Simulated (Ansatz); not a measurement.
Input file:

```
crystal:
  periodic: [false, false, false]
  atoms:
    - { symbol: Si, position_ang: [-0.463834, -0.189298, -0.555653] }
    - { symbol: H, position_ang: [0.407661, -1.023757, 1.825586] }
    - { symbol: C, position_ang: [1.335807, 0.345141, -0.273363] }
    - { symbol: H, position_ang: [1.901225, -0.373962, 0.339198] }
    - { symbol: H, position_ang: [1.84216, 0.427742, -1.252328] }
    - { symbol: H, position_ang: [1.379716, 1.331167, 0.219307] }
    - { symbol: H, position_ang: [-0.952911, 0.511522, -1.794679] }
    - { symbol: H, position_ang: [-0.514761, -1.666935, -0.832947] }
    - { symbol: P, position_ang: [-1.867515, 0.433007, 1.037511] }
    - { symbol: H, position_ang: [-3.007659, 0.520644, 0.168418] }
    - { symbol: H, position_ang: [-2.216289, -0.878583, 1.498397] }
    - { symbol: H, position_ang: [0.057001, -0.748786, 2.379153] }
basis:
  gaussian: { orbitals: "6-31G*" }
hamiltonian:
  xc: pbe
  dispersion: d4
relax:
  f_tol: 0.03
  max_steps: 50
output:
  orbitals: {}
```

Run with:

```sh
ansatz run input.yaml --threads 1 --pin off --max-ram 2048MiB --backend cpu --events-out ev --progress --plain --runs-dir out
```

The fields are those of the run's last geometry, not of the input's.

Theory: Ansatz, RKS PBE-D4/6-31G*.

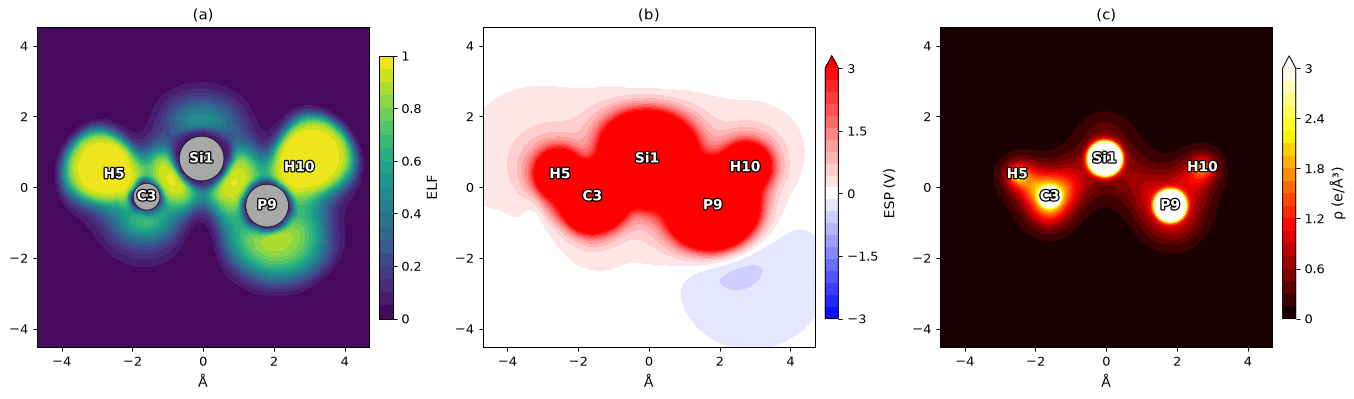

CH7PSi···H2. (a) ELF; (b) molecular electrostatic potential; (c) total electron density on the plane of atoms Si1, C3 and H5. Grey discs cover the atomic cores in the ELF map.

Describe what can be read from this map.

Answer. The plane passes through Si, C, H and P nuclei.
C–Si (1.89 Å): the density is about 0.92 e/Å³ at the midpoint; the ELF peaks at about 0.95 between the atoms: a covalent bond.
Si–P (2.28 Å): the density is about 0.68 e/Å³ at the midpoint; the ELF peaks at about 0.95 between the atoms; a shared electron pair.
C–H (1.10 Å): the density is about 1.9 e/Å³ at the midpoint; the ELF climbs to about 1 towards the hydrogen, as it does in any bond to H: an ordinary covalent bond to hydrogen.
P–H (1.44 Å): the density is about 1 e/Å³ at the midpoint; the ELF climbs to about 1 towards the hydrogen.
The ELF also peaks beside P9, away from the bonds: lone-pair regions.
Outside the dense part of the complex the potential is most negative (−0.5 V) near P9.
